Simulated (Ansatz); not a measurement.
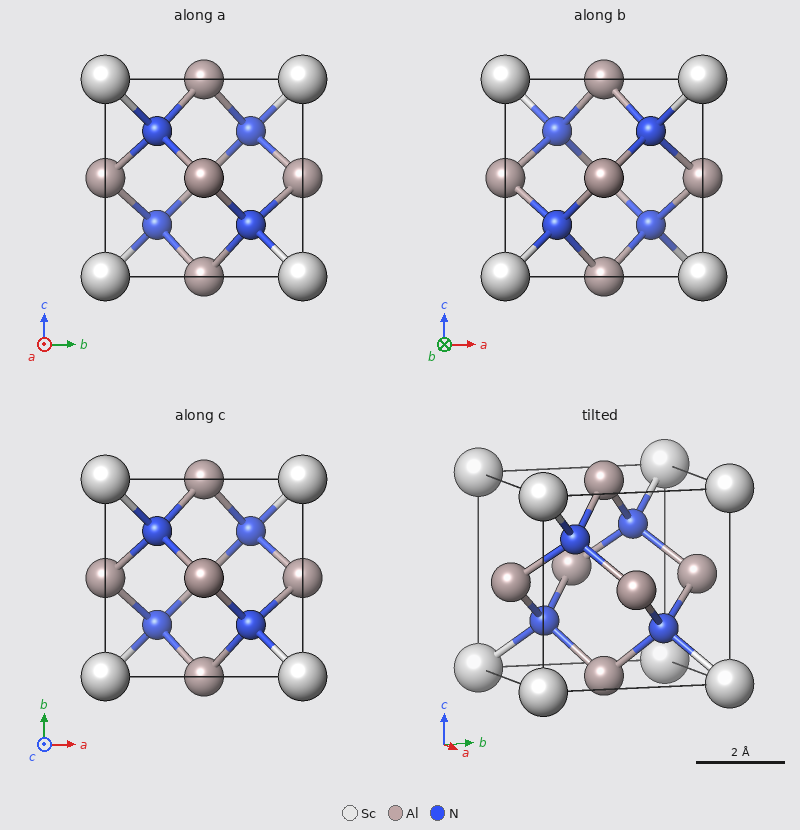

An orthographic ball-and-stick view of the structure, along the a axis, along the b axis, along the c axis and slightly off an axis. The wireframe shows the conventional unit cell.

Lattice parameters: a = 4.498 Å, b = 4.498 Å, c = 4.498 Å, α = 90.00°, β = 90.00°, γ = 90.00°. Put a along x and b in the xy plane.

**Give the structure in the form of a POSCAR file, with free fractional coordinates to two decimals.**

```
Sc Al N
1.0
     4.498    0.000    0.000
     0.000    4.498    0.000
     0.000    0.000    4.498
Sc Al N
1 3 4
Direct
  0.00 0.00 0.00
  0.50 0.50 0.00
  0.50 0.00 0.50
  0.00 0.50 0.50
  0.74 0.74 0.26
  0.74 0.26 0.74
  0.26 0.74 0.74
  0.26 0.26 0.26
```

Origin of the cell: a structure type filled with these elements by a generator (whether the compound takes this form wasn't checked). Earlier steps of the study may have refined or changed the cell and positions. It was run through Ansatz as a DFT input.
